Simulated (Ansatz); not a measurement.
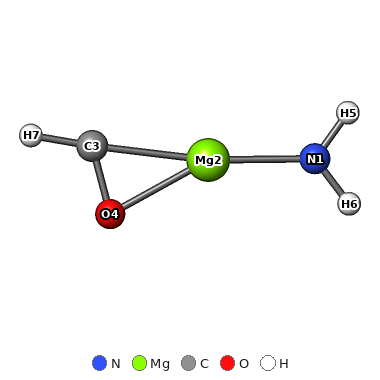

The system is CH3MgNO; the picture shows the reference structure. First axis: umbrella angle at N1 (between each of its bonds and their common axis; 90 is planar). Second axis: change of the bonds N1–Mg2, N1–H5, N1–H6, all alike. Nothing is relaxed (all other coordinates rigid). The scan uses a 15 × 15 grid; 120 points were computed and 105 follow by symmetry. Points are written as (first, second). Energies are in kJ/mol, from the lowest grid point. Theory: RHF/def2-TZVP in Ansatz.

Its coordinates:

```xyz
7

N    -1.2523    1.3652   -0.3842
Mg   -0.0030    0.0182    0.0226
C     1.3885   -1.3348    0.7091
O     1.0257   -1.5993   -0.4471
H    -1.5363    2.1090    0.2162
H    -1.7547    1.4700   -1.2391
H     2.1320   -2.0283    1.1226
```

Range: umbrella angle at N1 (between each of its bonds and their common axis; 90 is planar) from 66.0 to 114.0°; change of the bonds N1–Mg2, N1–H5, N1–H6, all alike from −0.142 to 0.220 Å.

Q: Predict the map.

A: The lowest grid point is at (90.0°, 0.013 Å). It is the only kind of minimum in the scanned range. The highest grid point, (66.0°, −0.142 Å), lies 216 kJ/mol above the lowest. Round the minimum the two coordinates are nearly uncoupled.

| second ↓, first → | 66.0 | 69.4 | 72.9 | 76.3 | 79.7 | 83.1 | 86.6 | 90.0 | 93.4 | 96.9 | 100.3 | 103.7 | 107.1 | 110.6 | 114.0 |
| --- | --- | --- | --- | --- | --- | --- | --- | --- | --- | --- | --- | --- | --- | --- | --- |
| 0.220 | 172 | 171 | 173 | 175 | 178 | 180 | 182 | 183 | 182 | 180 | 178 | 175 | 173 | 171 | 172 |
| 0.194 | 142 | 141 | 141 | 143 | 145 | 147 | 148 | 149 | 148 | 147 | 145 | 143 | 141 | 141 | 142 |
| 0.168 | 115 | 112 | 112 | 112 | 114 | 115 | 116 | 116 | 116 | 115 | 114 | 112 | 112 | 112 | 115 |
| 0.142 | 90 | 87 | 85 | 85 | 85 | 86 | 87 | 87 | 87 | 86 | 85 | 85 | 85 | 87 | 90 |
| 0.116 | 69 | 64 | 61 | 60 | 60 | 60 | 60 | 61 | 60 | 60 | 60 | 60 | 61 | 64 | 69 |
| 0.090 | 52 | 45 | 42 | 39 | 38 | 38 | 38 | 38 | 38 | 38 | 38 | 39 | 42 | 45 | 52 |
| 0.065 | 39 | 32 | 27 | 24 | 22 | 21 | 20 | 20 | 20 | 21 | 22 | 24 | 27 | 32 | 39 |
| 0.039 | 31 | 22 | 16 | 12 | 10 | 8 | 7 | 7 | 7 | 8 | 10 | 12 | 16 | 22 | 31 |
| 0.013 | 29 | 19 | 12 | 7 | 4 | 2 | 0 | 0 | 0 | 2 | 4 | 7 | 12 | 19 | 29 |
| −0.013 | 35 | 24 | 15 | 9 | 5 | 2 | 1 | 0 | 1 | 2 | 5 | 9 | 15 | 24 | 35 |
| −0.039 | 49 | 36 | 26 | 19 | 14 | 11 | 9 | 8 | 9 | 11 | 14 | 19 | 26 | 36 | 49 |
| −0.065 | 72 | 58 | 47 | 39 | 34 | 30 | 27 | 27 | 27 | 30 | 34 | 39 | 47 | 58 | 72 |
| −0.090 | 106 | 91 | 78 | 69 | 63 | 58 | 56 | 55 | 56 | 58 | 63 | 69 | 78 | 91 | 106 |
| −0.116 | 153 | 137 | 123 | 113 | 106 | 101 | 98 | 97 | 98 | 101 | 106 | 113 | 123 | 137 | 153 |
| −0.142 | 216 | 198 | 184 | 173 | 165 | 159 | 155 | 154 | 155 | 159 | 165 | 173 | 184 | 198 | 216 |

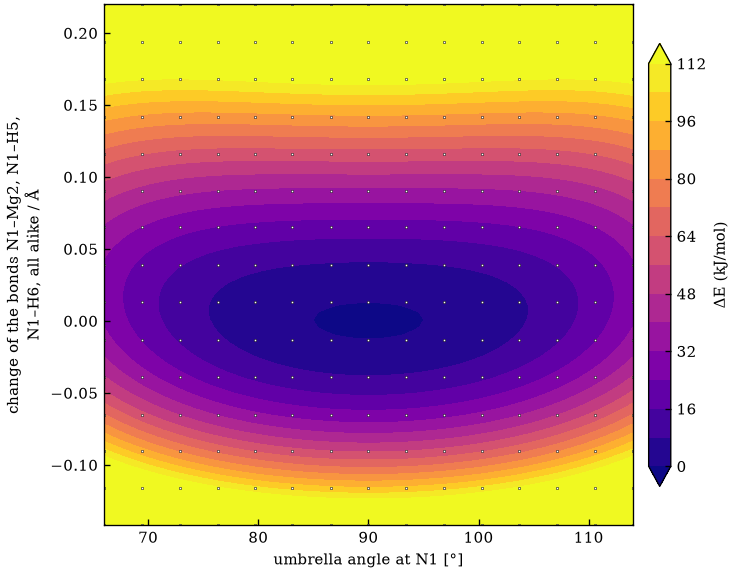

In the figure: filled contours, dots at the grid points, one colour for all values above the top of the scale. Between grid points the surface is interpolated.

Each point was launched as `ansatz run input.yaml --threads 1 --pin off --max-ram 2560MiB --backend cpu --events-out ev --progress --plain --runs-dir out`. The whole map (120 points run) took 11 min on 1 thread of Arm Neoverse N1, with other jobs on the host.
